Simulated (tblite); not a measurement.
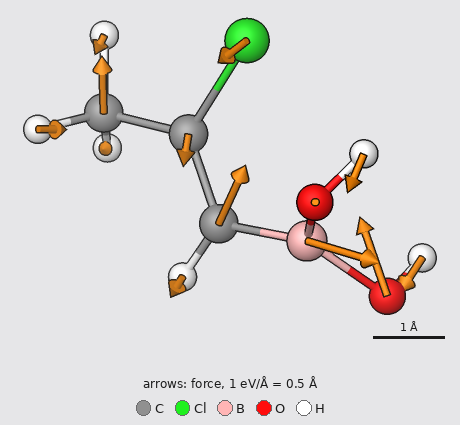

Starting geometry of C$_{3}$H$_{6}$BClO$_{2}$ with the computed forces as orange arrows. The picture is a ball-and-stick view, seen from a free direction.

These are results of GFN2-xTB geometry optimisation, gas phase in tblite, not measurements. 

Is this structure relaxed? If not, where do the atoms go?

It isn't relaxed: the largest force vector, on the B atom, is 2.63 eV/Å. The final displacements have little in common with the starting forces (cosine between the two patterns 0.29). The energy falls by 1.491 eV in 120 geometry steps. The atom that moves furthest after the best rigid fit is an H atom (1.25 Å). Largest moves by element: H 1.25 Å, Cl 1.12 Å, O 0.72 Å, C 0.50 Å, B 0.41 Å. Some distances before and after: B–O 1.459 → 1.347 Å, B–O 1.467 → 1.366 Å, C–Cl 1.785 → 1.723 Å, C–H 1.124 → 1.089 Å. Among the angles between lasting bonds that change: C–C–B 116.8° → 128.2°, B–C–H 124.7° → 116.9°, B–O–H 108.6° → 116.4°. Groups turn about B–O by about 75°, B–O by about 65°, B–C by about 50°. The run took 2.1 s on 1 thread of Intel(R) Xeon(R) Processor @ 2.50GHz, with other jobs on the host.
